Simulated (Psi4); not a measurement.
# HNO2 (nitrous acid) at 3 levels

Aim: a comparison of 3 runs (HF/3-21G, MP2/cc-pVTZ, FNO-CCSD/jun-cc-pVDZ) of HNO2 (nitrous acid). 

The calculation is run with Psi4 1.11.

7 further runs of the same task are left out: 2 that didn't finish, 5 set aside as unsound or not needed.

### 1 Starting point

HNO2: 4 atoms, total charge 0, spin state singlet. SMILES: `O=NO`. The coordinates come from a GFN2-xTB relaxation.

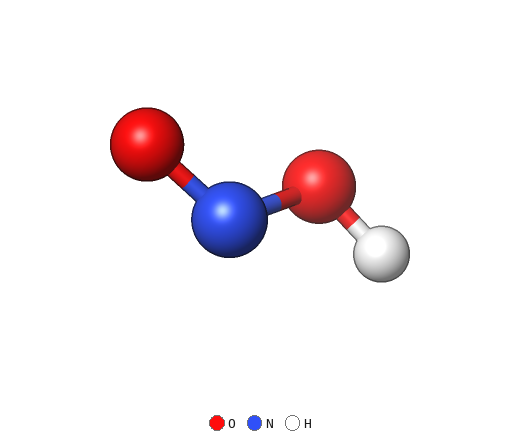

Viewed from a chosen angle; oxygen red, nitrogen blue, hydrogen white.

### 2 A single-point energy at HF/3-21G (run 1)

The input, hno2.xyz:

```xyz
4
HNO2
O      0.424700     0.045690     1.471310
N      0.319310    -0.411420     0.387280
O     -0.357270     0.415910    -0.505360
H     -0.386730    -0.050180    -1.353230
```

The input, run.py:

```python
import psi4

psi4.set_memory(1600000000)
psi4.set_num_threads(1)
psi4.set_output_file('psi4.out', False)

with open('hno2.xyz') as f:
    atoms = ''.join(f.readlines()[2:])
mol = psi4.geometry('0 1\n' + atoms + 'symmetry c1')

options = {'puream': True, 'e_convergence': 1e-09, 'd_convergence': 1e-08, 'scf_type': 'pk'}
psi4.set_options(options)

result = psi4.energy("hf/3-21G")
print('E =', round(result, 9))
```

Run with:

```bash
python run.py
```

psi4.out:

```text
[...]
  Running in c1 symmetry.
[...]
  Nuclear repulsion =   69.815417064955625
[...]
  Multiplicity = 1
[...]
  Nalpha       = 12
  Nbeta        = 12
[...]
    Number of basis functions: 29
[...]
   @RHF iter   1:  -203.37233577229605   -6.14425e-01   1.52278e-02 ADIIS/DIIS
[...]
   @RHF iter  13:  -203.46402490005278   -5.96856e-13   3.37108e-09 DIIS
[...]
    Orbital Energies [Eh]
    ---------------------
    Doubly Occupied:
       1A    -20.560380     2A    -20.534354     3A    -15.712517
       4A     -1.614718     5A     -1.412653     6A     -0.935083
       7A     -0.777558     8A     -0.703450     9A     -0.679402
      10A     -0.604309    11A     -0.511888    12A     -0.440516
[...]
  @RHF Final Energy:  -203.46402490005278
   => Energetics <=
    Nuclear Repulsion Energy =             69.8154170649556249
    One-Electron Energy =                -417.5852273777578034
    Two-Electron Energy =                 144.3057854127494011
    Total Energy =                       -203.4640249000527774
[...]
 Multipole Moments:
 ------------------------------------------------------------------------------------
     Multipole            Electronic (a.u.)      Nuclear  (a.u.)        Total (a.u.)
 ------------------------------------------------------------------------------------
 L = 1.  Multiply by 2.5417464519 to convert [e a0] to [Debye]
 Dipole X            :          0.3891170           -0.4668098           -0.0776928
 Dipole Y            :         -0.3735534           -0.0751991           -0.4487524
 Dipole Z            :          0.6782394           -1.6570138           -0.9787745
 Magnitude           :                                                    1.0795436
[...]
```

Standard output:

```text
E = -203.4640249
```

Wall time 1.7 s (1 thread of Intel Xeon Platinum 8488C (Sapphire Rapids), shared host); peak memory 0.18 GiB.

### 3 The energy at MP2/cc-pVTZ (run 2)

The input, hno2_ase.py:

```python
import numpy as np
from ase.calculators.psi4 import Psi4
from ase import Atoms

a = Atoms(['O', 'N', 'O', 'H'], positions=[
    [0.424700, 0.045690, 1.471310],
    [0.319310, -0.411420, 0.387280],
    [-0.357270, 0.415910, -0.505360],
    [-0.386730, -0.050180, -1.353230],
])
calc = Psi4(atoms=a, method='mp2', basis='cc-pVTZ', memory='1600MB', num_threads=1, charge=0, multiplicity=1, label='calc')
calc.psi4.set_options({'puream': True, 'e_convergence': 1e-09, 'd_convergence': 1e-08, 'scf_type': 'pk', 'num_frozen_docc': 3, 'mp2_type': 'conv'})
a.calc = calc

print(f'energy: {a.get_potential_energy():.6f} eV')
```

Run with:

```bash
python hno2_ase.py
```

calc.dat:

```text
[...]
  Running in c1 symmetry.
[...]
  Nuclear repulsion =   69.815417064955625
[...]
  Multiplicity = 1
[...]
  Nalpha       = 12
  Nbeta        = 12
[...]
    Number of basis functions: 104
[...]
   @RHF iter   1:  -204.62810563099268   -7.23540e-01   4.69868e-03 ADIIS/DIIS
[...]
   @RHF iter  13:  -204.72058901772732   -9.20863e-12   4.33920e-09 DIIS
[...]
  @RHF Final Energy:  -204.72058901772732
   => Energetics <=
    Nuclear Repulsion Energy =             69.8154170649556249
    One-Electron Energy =                -419.4181927071267637
    Two-Electron Energy =                 144.8821866244438183
    Total Energy =                       -204.7205890177273204
[...]
 Multipole Moments:
 ------------------------------------------------------------------------------------
     Multipole            Electronic (a.u.)      Nuclear  (a.u.)        Total (a.u.)
 ------------------------------------------------------------------------------------
 L = 1.  Multiply by 2.5417464519 to convert [e a0] to [Debye]
 Dipole X            :          0.3656877           -0.4668098           -0.1011222
 Dipole Y            :         -0.2845176           -0.0751991           -0.3597167
 Dipole Z            :          0.7446106           -1.6570138           -0.9124032
 Magnitude           :                                                    0.9859520
[...]
	SCS-MP2 Total Energy (a.u.)        :  -205.38345946531587
	SOS-MP2 Total Energy (a.u.)        :  -205.32428935020653
	SCSN-MP2 Total Energy (a.u.)       :  -205.03300722550478
[...]
	SOS-PI-MP2 Total Energy (a.u.)     :  -205.42490607228640
[...]
	MP2 Total Energy (a.u.)            :  -205.40118297345475
[...]
```

On the terminal:

```text
energy: -5589.250880 eV
```

Wall time 7.8 s (1 thread of Intel Xeon Platinum 8488C (Sapphire Rapids), shared host); peak memory 0.7 GiB.

### 4 A single-point energy at FNO-CCSD/jun-cc-pVDZ (density fitting) (run 3)

The input, input.in:

```
memory 1.6 GB

molecule {
  O      0.424700     0.045690     1.471310
  N      0.319310    -0.411420     0.387280
  O     -0.357270     0.415910    -0.505360
  H     -0.386730    -0.050180    -1.353230
}

set {
  reference rhf
  freeze_core true
  scf_initial_accelerator adiis
}

E, wfn = energy('fno-ccsd/jun-cc-pVDZ', return_wfn=True)
print_variables()
```

Run with:

```bash
psi4 -n 1 input.in input.out
```

input.out:

```text
[...]
  Running in c1 symmetry.
[...]
  Nuclear repulsion =   69.815417064955625
[...]
  Multiplicity = 1
[...]
  Nalpha       = 12
  Nbeta        = 12
[...]
    Number of basis functions: 59
[...]
   @RHF iter   1:  -204.57705481860256   -7.07176e-01   7.85987e-03 DIIS/ADIIS
[...]
   @RHF iter  13:  -204.66811946700994   -4.86011e-12   5.30244e-09 DIIS
[...]
  @RHF Final Energy:  -204.66811946700994
   => Energetics <=
    Nuclear Repulsion Energy =             69.8154170649556249
    One-Electron Energy =                -419.0555222959256980
    Two-Electron Energy =                 144.5719857639601287
    Total Energy =                       -204.6681194670099444
[...]
 Multipole Moments:
 ------------------------------------------------------------------------------------
     Multipole            Electronic (a.u.)      Nuclear  (a.u.)        Total (a.u.)
 ------------------------------------------------------------------------------------
 L = 1.  Multiply by 2.5417464519 to convert [e a0] to [Debye]
 Dipole X            :          0.3811404           -0.4668098           -0.0856694
 Dipole Y            :         -0.3358426           -0.0751991           -0.4110417
 Dipole Z            :          0.7127399           -1.6570138           -0.9442739
 Magnitude           :                                                    1.0334156
[...]
      * MP2 total energy:                   -205.221162928191
[...]
      * MP2 total energy:                   -205.221162928191
[...]
      * MP3 total energy:                   -205.213326213355
[...]
      * CCSD total energy:                  -205.226696708808
[...]
```

Wall time 6 s (1 thread of Intel Xeon Platinum 8488C (Sapphire Rapids), shared host); peak memory 0.3 GiB.

### 5 All runs side by side

| run | level | frozen core orbitals | mp2 type | energy (Eh) | HOMO energy (eV) | LUMO energy (eV) | HOMO–LUMO gap (eV) | wall time |
| --- | --- | --- | --- | --- | --- | --- | --- | --- |
| 1 | HF/3-21G | 0 | – | -203.464025 | -11.99 | 2.86 | 14.85 | 1.7 s |
| 2 | MP2/cc-pVTZ | 3 | conv | -205.401183 | -12.35 | 2.74 | 15.09 | 7.8 s |
| 3 | FNO-CCSD/jun-cc-pVDZ (density fitting) | 3 | – | -205.226697 | -12.53 | 2.18 | 14.71 | 6 s |

### 6 Outcome

| quantity | value |
| --- | --- |
| run 3: total energy | -205.22670 Eh |
| run 3: HOMO energy (Hartree–Fock orbitals) | -12.53 eV |
| run 3: LUMO energy (Hartree–Fock orbitals) | 2.18 eV |
| run 3: HOMO–LUMO gap (Hartree–Fock orbitals) | 14.71 eV |
| run 3: correlation energy (3 core orbitals frozen) | -558.6 mEh |
| run 3: T1 diagnostic | 0.022 |

All runs together took 16 s, the longest 7.8 s.
